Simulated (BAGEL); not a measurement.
# SO2 (sulfur dioxide): PBE0/def2-TZVPP (density fitting with qzvpp-jkfit)

Aim: the energy change on altering one bond length of SO2 (sulfur dioxide) at PBE0/def2-TZVPP (density fitting with qzvpp-jkfit), from 2 runs. 

Program for the calculation: BAGEL 1.2.2.

8 further runs of the same task are left out: 4 that didn't finish, 4 set aside as unsound or not needed.

**1. Starting point**

SO2 has 3 atoms, charge 0, and is taken as a singlet. As SMILES, `O=S=O`. The shape is that of a GFN2-xTB optimisation.

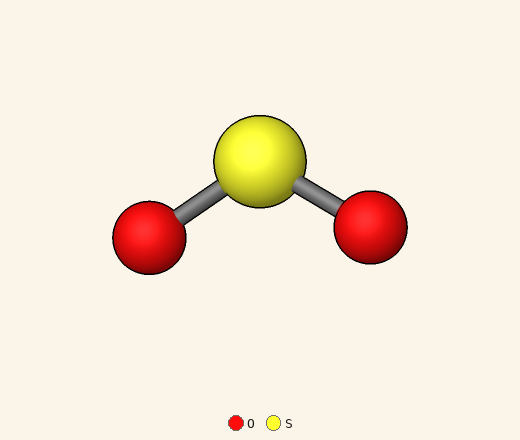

The structure, seen from a chosen angle (oxygen red, sulfur yellow).

**2. The energy at PBE0/def2-TZVPP (density fitting with qzvpp-jkfit)**

job.json reads:

```json
{ "bagel" : [

{
  "title" : "molecule",
  "basis" : "tzvpp",
  "df_basis" : "qzvpp-jkfit",
  "angstrom" : true,
  "geometry" : [
    { "atom" : "O", "xyz" : [   -0.970250,    0.629650,   -0.459050 ] },
    { "atom" : "S", "xyz" : [    0.280030,    0.371410,    0.194090 ] },
    { "atom" : "O", "xyz" : [    0.690220,   -1.001060,    0.264960 ] }
  ]
},
{
  "title" : "ks",
  "xc_func" : "pbe0"
},
{
  "title" : "print",
  "file" : "orbitals.molden",
  "orbitals" : true
}

]}
```

Launch:

```bash
$ BAGEL_NUM_THREADS=1 BAGEL job.json > job.out
```

What it wrote:

```text
* using 1 threads per process

  ===============================================================
  ===============================================================

  *** Geometry ***

  { "atom" : "O", "xyz" : [     -1.833507,      1.189866,     -0.867479 ] },
  { "atom" : "S", "xyz" : [      0.529180,      0.701863,      0.366777 ] },
  { "atom" : "O", "xyz" : [      1.304327,     -1.891729,      0.500702 ] },

  Number of auxiliary basis functions:      282

  Since a DF basis is specified, we compute 2- and 3-index integrals:
    o Being stored without compression. Storage requirement is 0.024 GB

  Number of basis functions:      104
  Number of electrons      :       32

    * METHOD: MOLECULE                             0.09

  *** Kohn-Sham DFT ***

    * Removing 4124 points whose weight is below 1.00e-10
    * Grid points: 40594

  === Nuclear Repulsion ===
   108.3565788854

       - DIIS with orbital gradients will be used.

  === KS iteration (pbe0 / tzvpp) ===
      0       -363.51357849          0.43113571           0.15
      1       -398.42673448          0.22473709           0.15
      2       -395.53668818          0.44311690           0.15
      3       -460.05035576          0.42242055           0.15
      4       -441.79563453          0.45245018           0.15
      5       -546.80446253          0.06717952           0.15
      6       -547.64236287          0.04620593           0.15
      7       -548.32629643          0.01590214           0.15
      8       -548.40457964          0.00429611           0.15
      9       -548.40556787          0.00373830           0.15
     10       -548.41060079          0.00073640           0.15
     11       -548.41079198          0.00006879           0.15
     12       -548.41079378          0.00002355           0.15
     13       -548.41079398          0.00000386           0.15
     14       -548.41079399          0.00000179           0.15
     15       -548.41079399          0.00000094           0.15
     16       -548.41079399          0.00000086           0.15
     17       -548.41079399          0.00000005           0.15
     18       -548.41079399          0.00000001           0.15
    * SCF iteration converged.

    * Permanent dipole moment:
           (   -0.398009,    -0.528261,    -0.275904) a.u.

    * METHOD: KS                                   2.97

    * METHOD: PRINT                                0.02

  ===============================================================
```

Wall time 3.3 s (1 thread of Arm Neoverse V2, shared host); peak memory 0.23 GiB.

**3. The distorted shape, same level**

calc.json reads:

```json
{ "bagel": [

{
  "title": "molecule",
  "basis": "tzvpp",
  "df_basis": "qzvpp-jkfit",
  "angstrom": "true",
  "geometry": [
    { "atom": "O", "xyz": [   -2.470590,    0.939539,   -1.242820 ] },
    { "atom": "S", "xyz": [    0.280030,    0.371410,    0.194090 ] },
    { "atom": "O", "xyz": [    0.690220,   -1.001060,    0.264960 ] }
  ]
},
{ "title": "ks", "xc_func": "pbe0" },
{ "title": "print", "file": "orbitals.molden", "orbitals": "true" }

]}
```

Launch:

```bash
$ BAGEL_NUM_THREADS=1 BAGEL calc.json > calc.out
```

What it wrote:

```text
* using 1 threads per process

  ===============================================================
  ===============================================================

  *** Geometry ***

  { "atom" : "O", "xyz" : [     -4.668738,      1.775471,     -2.348589 ] },
  { "atom" : "S", "xyz" : [      0.529180,      0.701863,      0.366777 ] },
  { "atom" : "O", "xyz" : [      1.304327,     -1.891729,      0.500702 ] },

  Number of auxiliary basis functions:      282

  Since a DF basis is specified, we compute 2- and 3-index integrals:
    o Being stored without compression. Storage requirement is 0.024 GB

  Number of basis functions:      104
  Number of electrons      :       32

    * METHOD: MOLECULE                             0.09

  *** Kohn-Sham DFT ***

    * Removing 2922 points whose weight is below 1.00e-10
    * Grid points: 41796

  === Nuclear Repulsion ===
    77.1565155346

       - DIIS with orbital gradients will be used.

  === KS iteration (pbe0 / tzvpp) ===
      0       -352.89160376          0.41654623           0.16
      1       -344.43542702          0.21059801           0.15
      2       -383.72224517          0.43054069           0.15
      3       -445.52520280          0.43129651           0.15
      4       -441.41686447          0.43590997           0.15
      5       -517.23605942          0.15141634           0.15
      6       -541.08586149          0.11020150           0.15
      7       -535.40500952          0.12760688           0.14
      8       -545.24069629          0.04895583           0.15
      9       -545.32793396          0.05134155           0.15
     10       -546.68727155          0.03110511           0.14
     11       -542.50177445          0.07864635           0.15
     12       -541.50563477          0.06940097           0.14
     13       -546.30660214          0.04799196           0.14
     14       -540.66398986          0.04841154           0.15
     15       -546.48707365          0.04105643           0.15
     16       -546.08505164          0.04446972           0.15
     17       -545.94695991          0.04387088           0.15
     18       -546.64403763          0.03612962           0.16
     19       -546.68122182          0.03545276           0.15
     20       -539.16730164          0.05625085           0.15
     21       -546.63951321          0.03378597           0.16
     22       -546.72925382          0.03437684           0.15
     23       -546.51995426          0.04379145           0.15
     24       -546.58250466          0.03521523           0.15
     25       -546.52348083          0.03589676           0.16
     26       -529.13375771          0.07441666           0.16
     27       -546.78236963          0.04098275           0.16
     28       -547.30414721          0.02729294           0.16
     29       -548.06050737          0.00516725           0.16
     30       -547.89874726          0.01827295           0.16
     31       -547.83950243          0.02040166           0.16
     32       -547.54197855          0.02705036           0.15
     33       -548.03572088          0.00880070           0.15
     34       -547.79880845          0.02195939           0.16
     35       -547.76327859          0.02299624           0.15
     36       -547.99000216          0.01324038           0.16
     37       -548.00690842          0.01217035           0.15
     38       -548.07348989          0.00055043           0.16
     39       -548.07377951          0.00019095           0.15
     40       -548.07271948          0.00171227           0.15
     41       -548.07373676          0.00067079           0.16
     42       -548.07340742          0.00073390           0.15
     43       -548.07309769          0.00068867           0.15
     44       -548.07323518          0.00040221           0.15
     45       -548.07329301          0.00019449           0.15
     46       -548.07330862          0.00001871           0.16
     47       -548.07330912          0.00000787           0.15
     48       -548.07330930          0.00000523           0.15
     49       -548.07330951          0.00000458           0.15
     50       -548.07330967          0.00000506           0.15
     51       -548.07330923          0.00003168           0.15
     52       -548.07330968          0.00000378           0.15
     53       -548.07330969          0.00000083           0.16
     54       -548.07330969          0.00000223           0.16
     55       -548.07330969          0.00000230           0.15
     56       -548.07330969          0.00000257           0.15
     57       -548.07330969          0.00000110           0.15
     58       -548.07330968          0.00000277           0.15
     59       -548.07330968          0.00000064           0.15
     60       -548.07330968          0.00000161           0.15
     61       -548.07330968          0.00000071           0.15
     62       -548.07330968          0.00000044           0.15
     63       -548.07330968          0.00000014           0.15
     64       -548.07330968          0.00000004           0.15
     65       -548.07330968          0.00000003           0.15
     66       -548.07330968          0.00000004           0.15
     67       -548.07330968          0.00000004           0.15
     68       -548.07330968          0.00000003           0.15
     69       -548.07330968          0.00000003           0.15
     70       -548.07330968          0.00000007           0.15
     71       -548.07330968          0.00000002           0.15
     72       -548.07330968          0.00000003           0.15
     73       -548.07330968          0.00000002           0.15
     74       -548.07330968          0.00000005           0.15
     75       -548.07330968          0.00000004           0.15
     76       -548.07330968          0.00000002           0.15
     77       -548.07330968          0.00000003           0.15
     78       -548.07330968          0.00000003           0.15
     79       -548.07330968          0.00000002           0.16
     80       -548.07330968          0.00000002           0.15
     81       -548.07330968          0.00000001           0.15
    * SCF iteration converged.

    * Permanent dipole moment:
           (   -1.471699,    -0.091727,    -0.812876) a.u.

    * METHOD: KS                                  12.64

    * METHOD: PRINT                                0.02

  ===============================================================
```

Run time: 13 s. Hardware: 1 thread of Arm Neoverse V2, shared host; peak memory 0.23 GiB.

**4. What came out**

Level: PBE0/def2-TZVPP (density fitting with qzvpp-jkfit).

| quantity | value |
| --- | --- |
| first shape: total energy | -548.41079 Eh |
| first shape: dipole moment | 1.82 D |
| first shape: HOMO energy | -9.59 eV |
| first shape: LUMO energy | -3.41 eV |
| first shape: HOMO–LUMO gap | 6.18 eV |
| distorted shape: total energy | -548.07331 Eh |
| distorted shape: dipole moment | 4.28 D |
| distorted shape: HOMO energy | -7.54 eV |
| distorted shape: LUMO energy | -6.25 eV |
| distorted shape: HOMO–LUMO gap | 1.29 eV |
| energy change with the O1–S2 bond stretched from 1.434 to 3.155 Å | 9.183 eV |

In words: One bond (distorted shape) is far stretched, which a spin-restricted single reference describes badly; a broken-symmetry solution may lie lower. With the O1–S2 bond stretched from 1.434 to 3.155 Å the energy rises by 9.18 eV (212 kcal/mol). The first shape isn't relaxed at this level, so the change isn't measured from a minimum. A restricted reference can't describe the breaking bond well at this length.
